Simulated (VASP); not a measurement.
Band structure of La3Al (space group Pm-3m). Level of theory: PBEsol GGA, VASP's PBE PAW potentials (set 64) (plane waves; VASP 6.6.1).

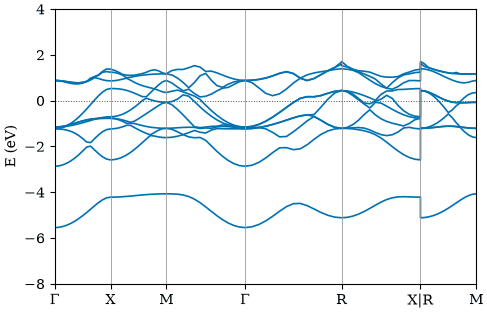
Figure: Bands along high-symmetry lines, zero at the valence-band maximum or, without a gap, the Fermi level

**Question.** Read the plot: is there a gap, and where are the band edges?

**Answer.** It has no gap at this level: it comes out as a metal or semimetal. (Edges off the drawn lines would not show.)

The structure comes from a computed database's La3Al entry (Pm-3m); how it stands against other phases isn't given here. It was relaxed first, which changed the volume by -6 %.
